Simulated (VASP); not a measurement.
Shape and ions are relaxed at each volume.

Energy against volume of CrO2 (rutile). The numbers are results of PBE GGA, VASP's PBE PAW potentials (set 64) (plane waves; VASP), not measurements.

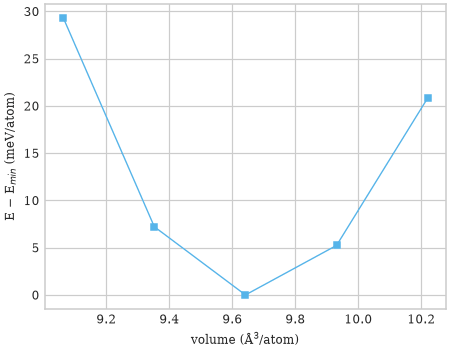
Figure. Energy against volume

Question: Estimate the equilibrium volume and the bulk modulus.

Answer: The minimum lies near 9.7 Å³/atom, and the curvature gives B0 of about 230 GPa.

The compound is CrO2 in the rutile structure. It was relaxed first.
